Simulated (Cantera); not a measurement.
Feed: 1 mol Si₃N₄, 15 mol Cl₂, 0.8 mol H₂, at 1.33 mbar.

Equilibrium computed with Cantera from the NASA thermochemical tables; the gas is ideal and each condensed phase is pure. Candidate condensed phases: NH₄Cl, Si, Si₃N₄; 28 gas species. The tables' values for SiCl₃ are old estimates; treat these amounts as uncertain. Equilibrium is a limit: real reactors are often held back by kinetics, nucleation or transport.

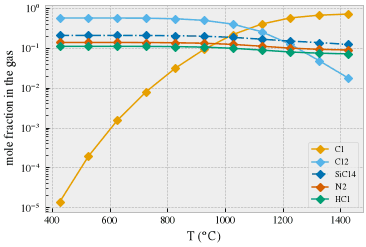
Fig. 1. Equilibrium gas composition (values under 1e-9 drawn at 1e-9)

Read off the mole fractions at 1227 °C.

Cl about 0.56, SiCl₄ about 0.15, Cl₂ about 0.12, N₂ about 0.097, HCl about 0.078.
